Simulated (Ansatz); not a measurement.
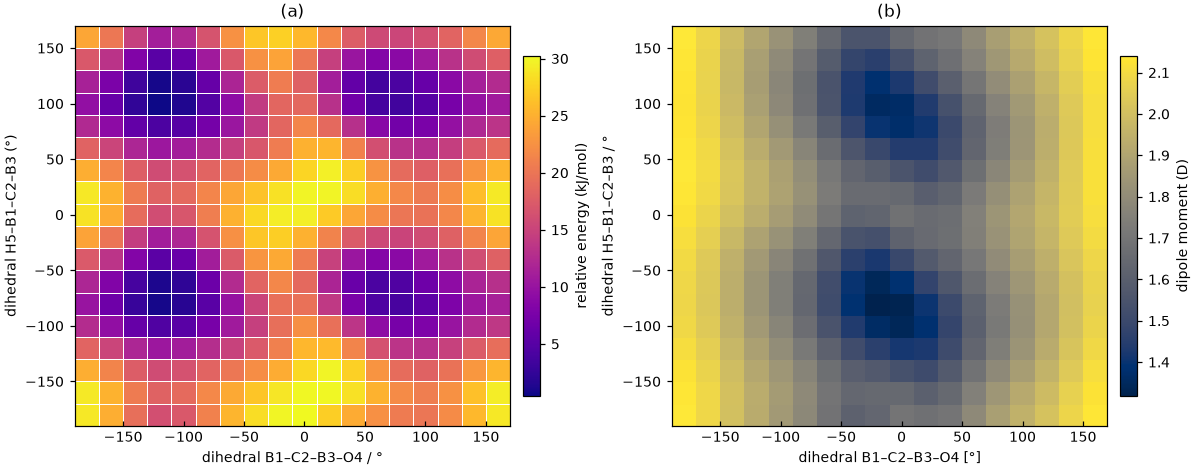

CH6B2O, SMILES BCBO. The first coordinate is: dihedral B1–C2–B3–O4; the second: dihedral H5–B1–C2–B3. Nothing is relaxed (all other coordinates rigid). Grid: 18 × 18 points. Energies are in kJ/mol, from the relaxed molecule at the same level. Theory: Ansatz 0.2.0, RHF/def2-SVP.

Panel (a) is the energy and panel (b) the computed dipole moment on the same grid.

The picture shows one coloured cell a grid point.

How does the dipole moment vary over the map, and what is it at the lowest grid point?

Answer. Leaving out the highest fifth of the energies, it runs from 1.32 D at dihedral B1–C2–B3–O4 = −20°, dihedral H5–B1–C2–B3 = −80° to 2.14 D at dihedral B1–C2–B3–O4 = −180°, dihedral H5–B1–C2–B3 = 160°. At the lowest grid point, dihedral B1–C2–B3–O4 = −120°, dihedral H5–B1–C2–B3 = 100°, it is 1.88 D.

```csv
"dihedral H5–B1–C2–B3 ↓, dihedral B1–C2–B3–O4 →",−160,−120,−80,−40,0,40,80,120,160
140,2.08,1.88,1.70,1.48,1.53,1.68,1.85,1.99,2.13
100,2.07,1.88,1.68,1.43,1.36,1.53,1.76,1.95,2.11
60,2.09,1.93,1.77,1.56,1.44,1.52,1.74,1.94,2.11
20,2.10,1.95,1.82,1.66,1.65,1.63,1.82,1.97,2.12
−20,2.06,1.89,1.74,1.54,1.61,1.67,1.83,1.97,2.10
−60,2.03,1.84,1.64,1.40,1.39,1.56,1.76,1.92,2.07
−100,2.04,1.86,1.67,1.43,1.34,1.48,1.72,1.91,2.08
−140,2.08,1.91,1.76,1.60,1.53,1.58,1.79,1.95,2.11
−180,2.09,1.93,1.78,1.61,1.70,1.70,1.88,2.01,2.13
```

The table holds every second grid line.
